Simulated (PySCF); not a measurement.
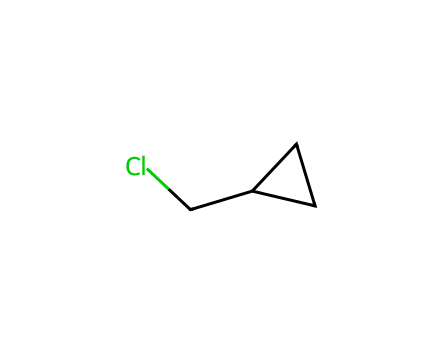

A structural formula.

Transcribe the drawing into SMILES.

Answer. ClCC1CC1

What is the molecular formula?

Answer. C4H7Cl.

An optimisation with PBE0-D3(BJ)/def2-SVP gave a structure of which point group?

Answer. C1. Other conformers may differ.

More results for the same structure follow; atom numbers are the same in all pictures, views and colours differ. The computed structure is the end point of a PBE0-D3(BJ)/def2-SVP optimisation. No frequency run is at hand to confirm it as a minimum.

### Charges

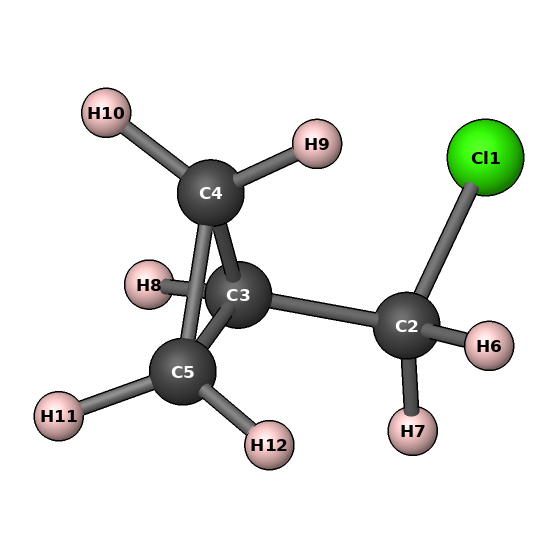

The questions are on Hirshfeld charges. No frequency run is at hand to confirm it as a minimum. Level of theory: PBE0/pcSseg-1, gas phase (PySCF 2.14.0).

Give the Hirshfeld charges atom by atom.

```csv
atom,value (e)
Cl1,−0.09
C2,−0.03
C3,−0.05
C4,−0.09
C5,−0.09
H6,0.05
H7,0.05
H8,0.05
H9,0.05
H10,0.05
H11,0.05
H12,0.05
```

### NMR shielding

The questions are on isotropic NMR shieldings of the H atoms. No frequency run is at hand to confirm it as a minimum. Level of theory: GIAO PBE0/pcSseg-1 NMR shielding, non-relativistic, gas phase (PySCF 2.14.0).

Which H atom is the most shielded (lowest chemical shift)?

Answer. H12 (31.07 ppm).

Which H atom is the least shielded (highest chemical shift)?

Answer. H7 (27.29 ppm).

How wide is the range of H shifts?

Answer. 3.78 ppm.

List the isotropic NMR shieldings of the H atoms.

```
atom  σ (ppm)
  H6    28.95
  H7    27.29
  H8    30.30
  H9    30.95
 H10    30.62
 H11    30.63
 H12    31.07
```

### Electronic properties

No frequency run is at hand to confirm it as a minimum. Method: PBE0/pcSseg-1, gas phase (PySCF 2.14.0).

Computed properties:

- dipole moment: 2.24 D
- HOMO energy (Kohn–Sham orbital): −8.21 eV
- LUMO energy (Kohn–Sham orbital): 0.92 eV
- HOMO–LUMO gap: 9.13 eV
